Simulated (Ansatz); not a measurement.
**CH₂InNO: density, localisation and related maps**

Input

```
crystal:
  periodic: [false, false, false]
  atoms:
    - {symbol: C, position_ang: [0.175898, -0.353485, -1.013387]}
    - {symbol: N, position_ang: [0.011107, 0.924610, -0.893688]}
    - {symbol: In, position_ang: [-0.222693, 0.626472, 1.127682]}
    - {symbol: O, position_ang: [0.141164, -1.196816, -0.010782]}
    - {symbol: H, position_ang: [0.358179, -0.788843, -2.005168]}
    - {symbol: H, position_ang: [-0.463645, 0.788052, 2.795343]}
basis:
  gaussian: {orbitals: def2-TZVPP}
hamiltonian: {xc: pbe0, dispersion: d4}
output: {orbitals: {seedname: orbitals}}
```

Run with:

```sh
ansatz run in.yaml --threads 2 --pin off --events-out ev --progress --plain --max-ram 4352MiB
```

Geometry: PBE0-D4/def2-TZVP; core potentials replace the inner electrons of In.

All numbers below come from RKS PBE0-D4/def2-TZVPP in Ansatz 0.2.0.

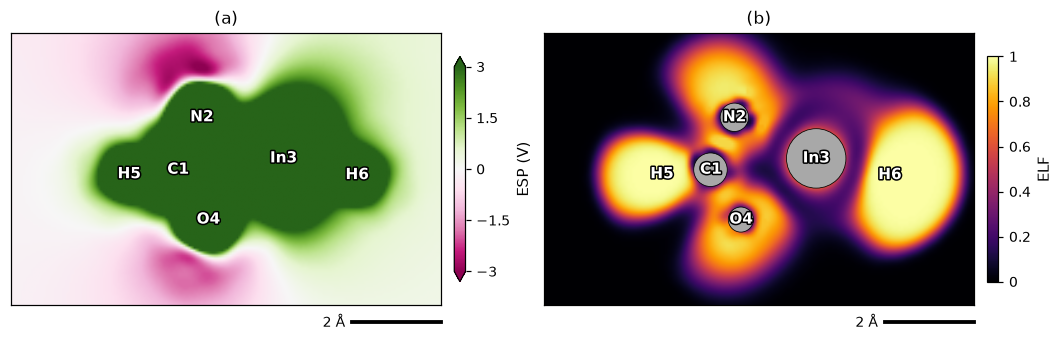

Figure 1. (a) electrostatic potential; (b) ELF on the molecular plane. Grey discs cover the atomic cores in the ELF map.

Q: Describe what can be read from this map.

A: The plane passes through C, N, In, O and H nuclei.
C–N (1.29 Å): the ELF peaks at about 0.90 between the atoms (localised, covalent bonding).
C–O (1.31 Å): the ELF peaks at about 0.85 between the atoms; a shared but strongly polarised pair.
In–N (2.06 Å): the ELF peaks at about 0.80 in the valence shell of N, 0.7 Å from its nucleus, and is about 0.25 at the midpoint.
In–O (2.18 Å): the ELF peaks at about 0.85 in the valence shell of O, 0.6 Å from its nucleus, and drops to about 0.15 between the two atoms.
C–In (2.39 Å): the ELF is about 0.15 at the midpoint.
The ELF also peaks beside O4 and N2, away from the bonds: lone-pair regions.
Outside the dense part of the molecule the potential is most negative (−3.1 V) near N2.

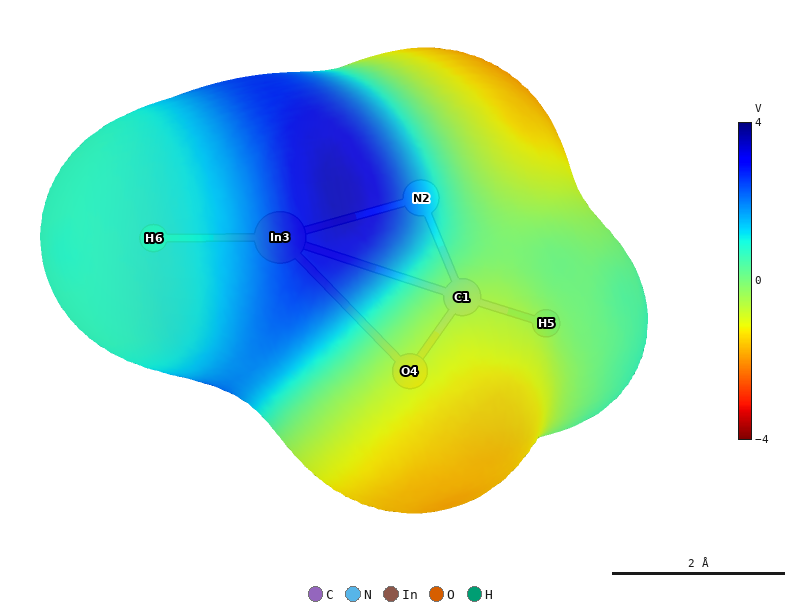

Figure 2. The electrostatic potential painted on the density surface at 0.002 e/bohr³, seen at a tilt; the colour scale runs from red (negative) to blue (positive).

Q: Which sites attract a positive test charge, and which a negative one?

A: A positive charge is drawn to the negative regions and a negative charge to the positive ones. The most negative region (about −2.1 V) lies over N2, the most positive (about +3.3 V) over In3. N2 is the likeliest acceptor of a hydrogen bond.

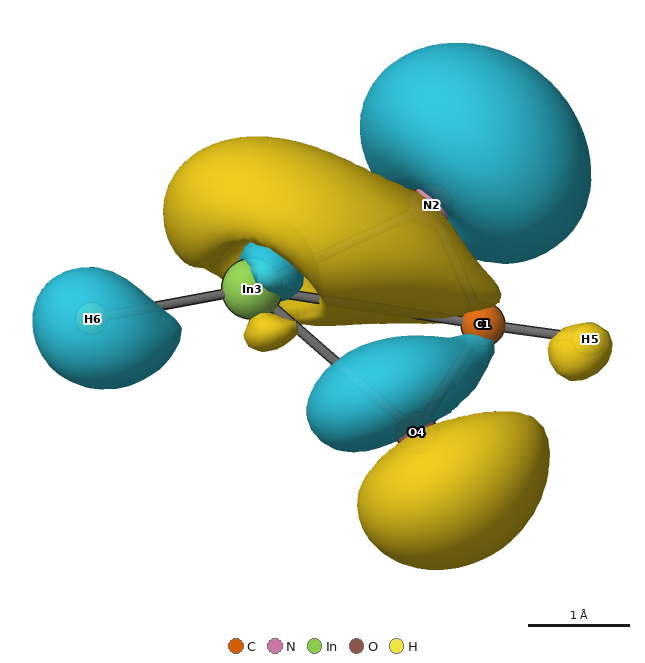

Figure 3. The HOMO at ±0.08 Å⁻³ᐟ² (yellow and cyan are the two phases), seen at a tilt.

Q: Where does this orbital lie, and at what energy?

A: It lies mainly on N2 (about 50 %), O4 (about 25 %), In3 (about 15 %) and C1 (about 5 %); it is symmetric in the molecular plane (an in-plane orbital: σ, lone-pair or in-plane π type); largely a combination of lone pairs on N2 and O4. Its energy is −6.85 eV.
